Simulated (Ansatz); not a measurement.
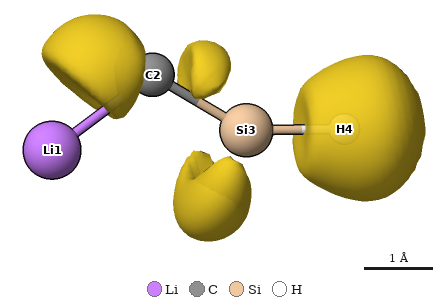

Figure 1: CHLiSi. Isosurface of the ELF at 0.85 (yellow), seen at a tilt. Only the valence region is drawn (cores and ρ < 0.01 e/Å³ removed).

Geometry: PBE0-D4/def2-TZVP.

Computed with RKS PBE0-D4/def2-TZVPP (Ansatz 0.2.0).

```yaml
atoms:
  - { symbol: Li, position_ang: [-2.2665, 0.1295, 0.1838] }
  - { symbol: C, position_ang: [-0.5780, 0.6235, -0.5145] }
  - { symbol: Si, position_ang: [0.6883, -0.2383, 0.1333] }
  - { symbol: H, position_ang: [2.1562, -0.5148, 0.1974] }
```

**What do the ELF domains correspond to?**

At this value the surface marks out one region between bonded C–Si atoms (shared pairs), one region around a hydrogen nucleus, one lobe on C, pointing away from the bonds (lone pairs) and one lobe on Si, pointing away from the bonds (lone pairs). Along the contacts the grid gives the following. C–Si (1.66 Å): the ELF peaks at about 0.85 between the atoms (a covalent bond). C–Li (1.89 Å): the ELF peaks at about 0.95 in the valence shell of C, 0.7 Å from its nucleus, and is about 0.80 at the midpoint.
